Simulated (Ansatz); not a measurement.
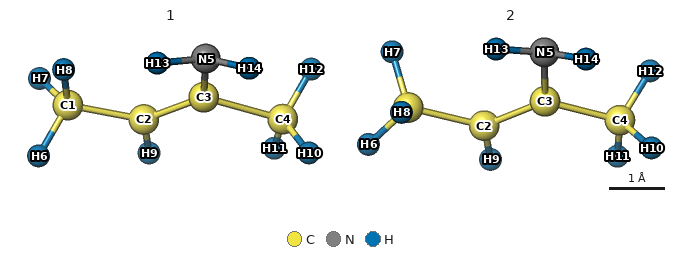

Two geometries of C$_{4}$H$_{9}$N, drawn at one scale. One is the start of a relaxation, the other its converged end. Style: ball-and-stick. Shown from a free direction.

Level of theory: RKS PBE0/def2-mTZVP in Ansatz. Settings: no spin polarisation; force threshold 0.02 eV/Å; at most 50 steps.

Question: Which of the two is the end point?

Answer: Structure 2 is the relaxed one. The run prepares an end point of a later path (hydrogen shift) calculation, from a guessed geometry. Over 21 accepted moves (26 points after the start) the energy falls by 0.502 eV. The largest force component goes from 3.5 to 0.014 eV/Å. The line search rejected the trial steps at points 10, 12, 17, 20, 21 of the run. The forces were under the threshold at step 9, but the run went on from there. The largest moves after the best rigid fit, 0.83 Å, are those of H7 and H8. Largest moves by element: H 0.83 Å, N 0.20 Å, C 0.12 Å. Near-neighbour distances that change, for instance: C3–C4 1.615 → 1.494 Å, N5–H13 1.072 → 1.011 Å, C1–H8 1.143 → 1.098 Å, C1–C2 1.451 → 1.495 Å. Bond angles that change, for instance: C1–C2–H9 111.6° → 117.8°, H10–C4–H12 112.8° → 107.2°, C2–C3–C4 118.2° → 122.8°. Groups turn about C1–C2 by about 45°. Cost: 97 s on 2 threads of Arm Neoverse V1 (shared host), peak memory 0.27 GiB.
